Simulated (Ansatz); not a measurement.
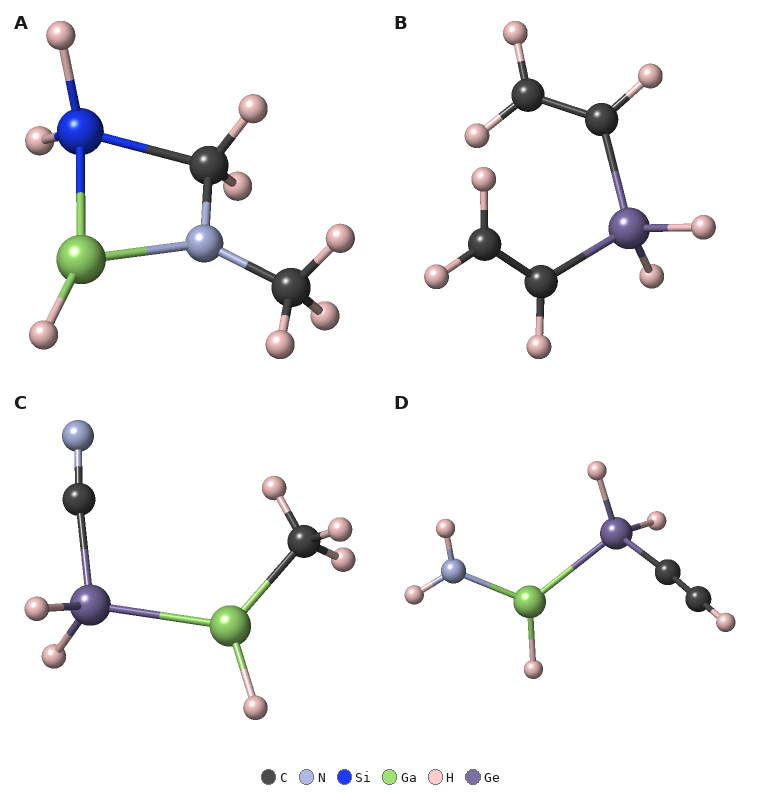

(Drawn from a calculation with Ansatz.)

### Which panel belongs to which SMILES?
(1) C[N]1C[SiH2][GaH]1
(2) C=[CH][GeH2][CH]=C
(3) [CH3][GaH][GeH2][C]#N
(4) C#[C][GeH2][GaH][NH2]

A is (1), B is (2), C is (3), D is (4).
